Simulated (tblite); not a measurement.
## Geometry relaxation of C₄H₁₁F₃N₂Si

C₄H₁₁F₃N₂Si, SMILES C[C@H](CC(F)(F)F)[SiH](N)N, computed with GFN2-xTB geometry optimisation, gas phase (tblite 0.8.0).

It belongs to a series of runs on one base structure; here: constitutional isomer.

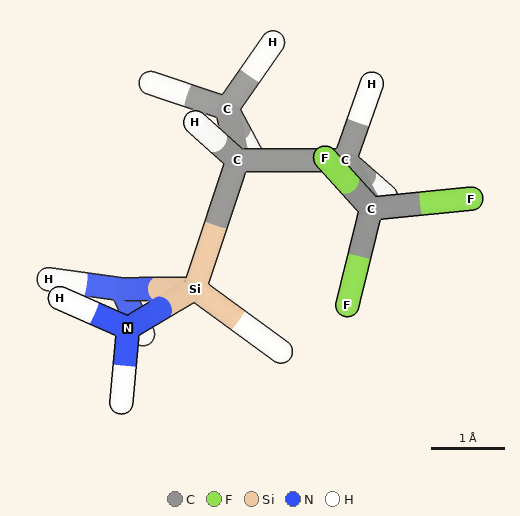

**Figure 1.** The starting structure (stick view, seen at a tilt). Bond lengths as drawn: C–C 1.50 to 1.52 Å, C–F 1.37 to 1.41 Å, C–H 1.10 to 1.13 Å, C–Si 1.87 Å, H–N 1.02 to 1.03 Å, H–Si 1.48 Å and N–Si 1.77 to 1.78 Å.

### Key numbers

| quantity | value |
| --- | --- |
| outcome | converged |
| total energy | −979.5115 eV |
| hardware | 1 CPU thread, shared host |
| wall time | 2.8 s |
| peak memory | 0.18 GiB |

### The input
```
{"job": {"kind": "relax", "xc": "GFN2-xTB", "basis": "xTB"}, "charge": 0, "multiplicity": 1}
C      0.368700     1.917300     0.480200
C      0.428100     0.395000     0.520500
C      1.633300     0.018300    -0.305100
C      1.870100    -1.457800    -0.396700
F      2.087300    -1.945000     0.905400
F      0.859900    -2.168800    -0.990200
F      3.033800    -1.609800    -1.144200
Si    -1.110600    -0.293400    -0.294500
N     -2.281500     1.035000    -0.283600
N     -1.741000    -1.713800     0.568100
H      1.405000     2.267500     0.674500
H      0.023600     2.293900    -0.493600
H     -0.270400     2.332500     1.300700
H      0.512100     0.020500     1.566600
H      1.539100     0.442600    -1.347500
H      2.557800     0.454200     0.154500
H     -0.761000    -0.699400    -1.671400
H     -2.924300     1.067800     0.509900
H     -2.629400     1.348700    -1.191500
H     -2.188800    -1.492500     1.466600
H     -2.420900    -2.195900    -0.029300
```

The first line tells a small driver script what to run in tblite; the rest is the geometry in Å.

Command:
```bash
OMP_NUM_THREADS=1 python <driver script> task.json out
```

### Log
```
step      E/eV     max force
  0    -978.59590    2.190
  1    -978.89296    1.282
  2    -979.05249    0.646
  3    -979.08229    0.448
  4    -979.11301    0.531
  5    -979.13083    0.610
  6    -979.16648    0.479
  7    -979.18705    0.358
  8    -979.19922    0.215
  9    -979.20684    0.217
 10    -979.21568    0.237
 11    -979.22499    0.229
 12    -979.23310    0.225
 13    -979.23998    0.187
 14    -979.24727    0.212
 15    -979.25526    0.248
 16    -979.26167    0.189
 17    -979.26514    0.110
 18    -979.26765    0.123
 19    -979.27135    0.192
 20    -979.27654    0.231
 21    -979.28184    0.201
 22    -979.28563    0.114
 23    -979.28828    0.101
 24    -979.29094    0.131
 25    -979.29434    0.150
 26    -979.29784    0.137
 27    -979.30073    0.112
 28    -979.30326    0.111
 29    -979.30588    0.118
 30    -979.30816    0.110
 31    -979.30979    0.092
 32    -979.31102    0.088
 33    -979.31222    0.084
 34    -979.31349    0.074
 35    -979.31456    0.069
 36    -979.31538    0.074
 37    -979.31623    0.083
 38    -979.31728    0.085
 39    -979.31858    0.076
 40    -979.31978    0.075
 41    -979.32064    0.074
 42    -979.32174    0.084
 43    -979.32297    0.088
 44    -979.32413    0.067
 45    -979.32513    0.077
 46    -979.32620    0.081
 47    -979.32753    0.100
 48    -979.32883    0.104
 49    -979.33012    0.077
 50    -979.33107    0.066
 51    -979.33201    0.071
 52    -979.33274    0.081
 53    -979.33364    0.067
 54    -979.33455    0.072
 55    -979.33586    0.077
 56    -979.33750    0.109
 57    -979.33728    0.434
 58    -979.34086    0.111
 59    -979.34296    0.103
 60    -979.34544    0.705
 61    -979.34911    0.110
 62    -979.35172    0.132
 63    -979.31633    1.922
 64    -979.35538    0.157
 65    -979.35809    0.198
 66    -979.33705    1.802
 67    -979.36438    0.210
 68    -979.36852    0.279
 69    -979.33625    1.978
 70    -979.37497    0.289
 71    -979.37902    0.343
 72    -979.34818    1.913
 73    -979.38649    0.330
 74    -979.39076    0.369
 75    -979.38186    1.458
 76    -979.40063    0.359
 77    -979.40499    0.377
 78    -979.41038    0.966
 79    -979.41944    0.307
 80    -979.42423    0.198
 81    -979.43454    0.197
 82    -979.43808    0.141
 83    -979.44205    0.132
 84    -979.44555    0.261
 85    -979.44911    0.139
 86    -979.45256    0.163
 87    -979.45462    0.115
 88    -979.45603    0.180
 89    -979.45795    0.232
 90    -979.46053    0.204
 91    -979.46393    0.132
 92    -979.46731    0.163
 93    -979.47175    0.204
 94    -979.47571    0.203
 95    -979.47909    0.258
 96    -979.48043    0.182
 97    -979.48338    0.094
 98    -979.48512    0.082
 99    -979.48607    0.067
100    -979.48656    0.070
101    -979.48730    0.081
102    -979.48808    0.063
103    -979.48878    0.043
104    -979.48927    0.047
105    -979.48989    0.051
106    -979.49065    0.051
107    -979.49136    0.052
108    -979.49193    0.061
109    -979.49248    0.070
110    -979.49317    0.070
111    -979.49396    0.061
112    -979.49474    0.062
113    -979.49535    0.062
114    -979.49594    0.071
115    -979.49667    0.071
116    -979.49775    0.089
117    -979.49862    0.068
118    -979.49937    0.053
119    -979.50001    0.084
120    -979.50074    0.070
121    -979.50144    0.066
122    -979.50213    0.059
123    -979.50258    0.053
124    -979.50312    0.048
125    -979.50360    0.052
126    -979.50404    0.041
127    -979.50436    0.056
128    -979.50470    0.044
129    -979.50507    0.040
130    -979.50547    0.043
131    -979.50573    0.050
132    -979.50600    0.035
133    -979.50629    0.036
134    -979.50666    0.028
135    -979.50687    0.029
136    -979.50704    0.036
137    -979.50717    0.031
138    -979.50731    0.030
139    -979.50748    0.029
140    -979.50770    0.040
141    -979.50797    0.049
142    -979.50828    0.043
143    -979.50856    0.034
144    -979.50885    0.044
145    -979.50910    0.046
146    -979.50928    0.032
147    -979.50941    0.028
148    -979.50952    0.023
149    -979.50963    0.038
150    -979.50976    0.040
151    -979.50992    0.034
152    -979.51008    0.026
153    -979.51023    0.030
154    -979.51036    0.034
155    -979.51049    0.025
156    -979.51059    0.024
157    -979.51066    0.019
158    -979.51070    0.017
159    -979.51073    0.014
160    -979.51076    0.013
161    -979.51079    0.014
162    -979.51082    0.014
163    -979.51086    0.017
164    -979.51090    0.016
165    -979.51095    0.017
166    -979.51100    0.018
167    -979.51106    0.018
168    -979.51114    0.020
169    -979.51123    0.019
170    -979.51130    0.021
171    -979.51136    0.019
172    -979.51141    0.016
173    -979.51144    0.012
174    -979.51146    0.010
175    -979.51148    0.009
```

### Trajectory as extended XYZ (Å, eV, eV/Å), 5 of the 176 frames kept, from step=0 to step=175
```
21
Properties=species:S:1:pos:R:3:forces:R:3 step=0 energy=-978.59590
C     0.3687    1.9173    0.4802    0.4220   0.6660   1.0830
C     0.4281    0.3950    0.5205   -0.3010   0.1560   0.4900
C     1.6333    0.0183   -0.3051    0.5520   0.6990  -0.4120
C     1.8701   -1.4578   -0.3967    0.5170  -0.1310   0.4120
F     2.0873   -1.9450    0.9054   -0.2080   0.0400  -2.1800
F     0.8599   -2.1688   -0.9902    1.7940   0.2660   0.8520
F     3.0338   -1.6098   -1.1442   -1.2720  -0.7600   0.9140
Si   -1.1106   -0.2934   -0.2945   -1.6960  -0.4560  -0.0390
N    -2.2815    1.0350   -0.2836    0.4750  -0.6310  -0.2650
N    -1.7410   -1.7138    0.5681   -0.2870   0.7770  -0.4080
H     1.4050    2.2675    0.6745   -0.6290   0.2270  -0.1690
H     0.0236    2.2939   -0.4936    0.1810  -0.1660   0.5480
H    -0.2704    2.3325    1.3007    0.4050  -0.3810  -0.8950
H     0.5121    0.0205    1.5666    0.2730   0.3600  -0.6700
H     1.5391    0.4426   -1.3475    0.0950  -0.4880   0.9560
H     2.5578    0.4542    0.1545   -0.4860  -0.3620  -0.3940
H    -0.7610   -0.6994   -1.6714   -0.4900   0.2990   0.1800
H    -2.9243    1.0678    0.5099    0.1360   0.1510  -0.9310
H    -2.6294    1.3487   -1.1915   -0.1820  -0.1150   0.9640
H    -2.1888   -1.4925    1.4666    0.3130  -0.2660  -0.6160
H    -2.4209   -2.1959   -0.0293    0.3900   0.1170   0.5800
21
Properties=species:S:1:pos:R:3:forces:R:3 step=44 energy=-979.32413
C     0.4050    1.9408    0.5820   -0.0040  -0.0140  -0.0140
C     0.3843    0.4259    0.4056    0.0130  -0.0550  -0.0040
C     1.6134    0.0007   -0.4026    0.0270   0.0080  -0.0090
C     1.8902   -1.4823   -0.3331   -0.0430   0.0090   0.0090
F     1.9116   -1.9592    0.9205    0.0170  -0.0010   0.0100
F     0.9986   -2.2234   -1.0052    0.0210  -0.0450  -0.0250
F     3.0934   -1.7909   -0.8665   -0.0440   0.0360   0.0360
Si   -1.2424   -0.2164   -0.3883   -0.0320  -0.0010  -0.0180
N    -2.4144    1.0480   -0.3640   -0.0100   0.0030   0.0120
N    -1.6134   -1.6272    0.5202    0.0000   0.0130  -0.0180
H     1.3146    2.2614    1.0884    0.0160   0.0150   0.0070
H     0.3513    2.4478   -0.3774    0.0020  -0.0240  -0.0550
H    -0.4473    2.2585    1.1741   -0.0130   0.0070   0.0190
H     0.4847   -0.0175    1.3996    0.0320  -0.0050   0.0410
H     1.4944    0.2475   -1.4584    0.0090   0.0580  -0.0110
H     2.5069    0.5060   -0.0267    0.0500  -0.0080   0.0130
H    -1.0718   -0.5808   -1.7916    0.0030   0.0020   0.0070
H    -3.0100    1.2080    0.4281   -0.0230   0.0230  -0.0210
H    -2.7698    1.4810   -1.1957   -0.0150  -0.0050   0.0220
H    -1.6176   -1.6117    1.5264    0.0150  -0.0380  -0.0430
H    -2.2705   -2.2993    0.1642   -0.0190   0.0220   0.0420
21
Properties=species:S:1:pos:R:3:forces:R:3 step=88 energy=-979.45603
C     0.3839    1.9687    0.4918    0.0250   0.0010  -0.0030
C     0.3806    0.4446    0.4166    0.0260   0.0060  -0.0400
C     1.6398   -0.0106   -0.3255    0.0300   0.0120  -0.0110
C     1.8570   -1.5051   -0.3079   -0.0100   0.0200   0.0030
F     1.6690   -2.0574    0.9031    0.0090   0.0060  -0.0090
F     1.0553   -2.1828   -1.1474   -0.0330   0.0300   0.0230
F     3.1140   -1.8262   -0.6742   -0.0250  -0.0080   0.0380
Si   -1.2380   -0.2040   -0.3938   -0.0070  -0.0080   0.0180
N    -2.5188    0.9314   -0.3584   -0.0760  -0.0420  -0.0120
N    -1.7082   -1.4759    0.6618    0.1110  -0.1080   0.0910
H     1.2689    2.3313    1.0129    0.0130   0.0330   0.0190
H     0.3719    2.4101   -0.5026   -0.0110  -0.0400  -0.0140
H    -0.4978    2.3147    1.0236    0.0350   0.0020   0.0060
H     0.4527    0.0695    1.4427   -0.0390  -0.0040  -0.0470
H     1.6024    0.2918   -1.3738    0.0070   0.0200  -0.0030
H     2.5302    0.4343    0.1297    0.0100   0.0070  -0.0010
H    -1.0216   -0.4787   -1.8183    0.0060   0.0420   0.0030
H    -2.9921    1.1878    0.4876    0.0080   0.0020   0.0030
H    -2.8290    1.4587   -1.1508    0.0460   0.0230  -0.0050
H    -0.9932   -2.0810    1.0411   -0.1390   0.0280  -0.0770
H    -2.5359   -2.0044    0.4413    0.0140  -0.0210   0.0180
21
Properties=species:S:1:pos:R:3:forces:R:3 step=131 energy=-979.50573
C     0.3691    1.9972    0.3989    0.0070   0.0100   0.0210
C     0.3830    0.4716    0.3986    0.0020   0.0050  -0.0050
C     1.6572   -0.0027   -0.3024   -0.0050  -0.0040  -0.0050
C     1.8292   -1.5002   -0.2511   -0.0010   0.0130   0.0120
F     1.6307   -2.0127    0.9747    0.0230  -0.0180   0.0060
F     0.9917   -2.1677   -1.0650    0.0320   0.0080   0.0040
F     3.0699   -1.8757   -0.6162   -0.0200  -0.0150   0.0090
Si   -1.2263   -0.2236   -0.3938   -0.0170   0.0130  -0.0070
N    -2.5860    0.8334   -0.3444   -0.0360  -0.0130   0.0320
N    -1.6842   -1.5374    0.6183   -0.0190   0.0090  -0.0290
H     1.2698    2.4007    0.8601    0.0210   0.0090  -0.0110
H     0.3006    2.3851   -0.6160    0.0130  -0.0120   0.0110
H    -0.4868    2.3584    0.9615   -0.0170   0.0240  -0.0070
H     0.4401    0.1424    1.4406   -0.0050   0.0030  -0.0130
H     1.6562    0.2867   -1.3552   -0.0120   0.0020   0.0030
H     2.5409    0.4343    0.1742   -0.0040  -0.0220  -0.0140
H    -1.0052   -0.4201   -1.8315    0.0110   0.0000  -0.0080
H    -3.0606    0.9617    0.5341    0.0020  -0.0080  -0.0070
H    -2.5372    1.7067   -0.8404   -0.0020  -0.0070   0.0020
H    -0.9935   -2.2387    0.8299    0.0040  -0.0130   0.0040
H    -2.5674   -1.9821    0.4247    0.0230   0.0180   0.0010
21
Properties=species:S:1:pos:R:3:forces:R:3 step=175 energy=-979.51148
C     0.3999    2.0211    0.3519    0.0000   0.0010   0.0000
C     0.3816    0.4953    0.3903   -0.0020   0.0030   0.0020
C     1.6521   -0.0170   -0.2909    0.0010   0.0030  -0.0030
C     1.8193   -1.5124   -0.1930    0.0030   0.0010  -0.0020
F     1.6183   -1.9919    1.0452   -0.0010  -0.0010  -0.0040
F     0.9864   -2.2004   -0.9944    0.0010   0.0010   0.0010
F     3.0604   -1.9010   -0.5434    0.0040  -0.0040   0.0040
Si   -1.2299   -0.1915   -0.4046   -0.0070  -0.0020   0.0060
N    -2.6233    0.8129   -0.2728   -0.0060   0.0020   0.0040
N    -1.6555   -1.5659    0.5371   -0.0080  -0.0040  -0.0030
H     1.3035    2.4174    0.8148   -0.0030   0.0030  -0.0030
H     0.3581    2.3797   -0.6749    0.0060  -0.0010   0.0020
H    -0.4577    2.4204    0.8864    0.0030  -0.0020   0.0000
H     0.4231    0.1888    1.4395   -0.0010   0.0000   0.0020
H     1.6515    0.2383   -1.3524    0.0020  -0.0010  -0.0070
H     2.5405    0.4271    0.1689    0.0000   0.0020   0.0040
H    -1.0139   -0.3049   -1.8533    0.0020  -0.0040  -0.0020
H    -3.0988    0.8541    0.6132    0.0020   0.0010   0.0020
H    -2.6092    1.7223   -0.7007    0.0000   0.0040  -0.0020
H    -0.9675   -2.2848    0.6880    0.0050   0.0010   0.0000
H    -2.5478   -1.9908    0.3443    0.0000  -0.0010  -0.0020
```

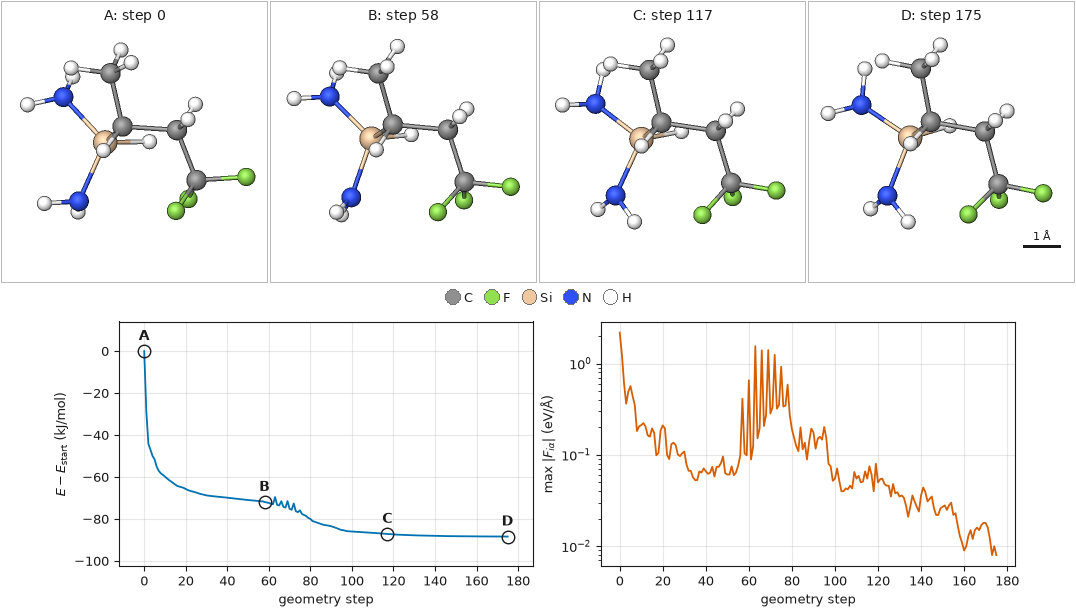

**Figure 2.** Frames of the relaxation (ball-and-stick view, seen at a tilt) above the curves, on which the letters mark them (steps are counted from 0).

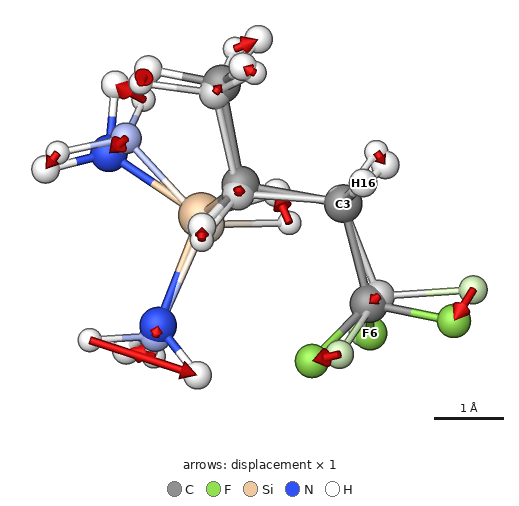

**Figure 3.** Start (faint) and end (solid) with the displacements as red arrows, at true length (ball-and-stick view, seen at a tilt). The two geometries are laid on each other by the best rigid fit. The largest move after the best rigid fit is that of H20, 1.65 Å. Largest moves by element: H 1.65 Å, F 0.62 Å, N 0.40 Å, Si 0.19 Å, C 0.19 Å. Distances before and after: C4–F5 1.407 → 1.343 Å, Si8–N10 1.777 → 1.720 Å, C2–Si8 1.872 → 1.924 Å, Si8–N9 1.771 → 1.723 Å. Among the angles that change: N10–Si8–H17 108.5° → 121.0°, C2–Si8–N9 105.4° → 116.0°, N9–Si8–N10 111.2° → 102.9°. After 175 geometry steps the energy has fallen by 88.3 kJ/mol. The largest force component goes from 2.2 to 0.008 eV/Å. (Atoms are counted from 1 in the order of the input.)
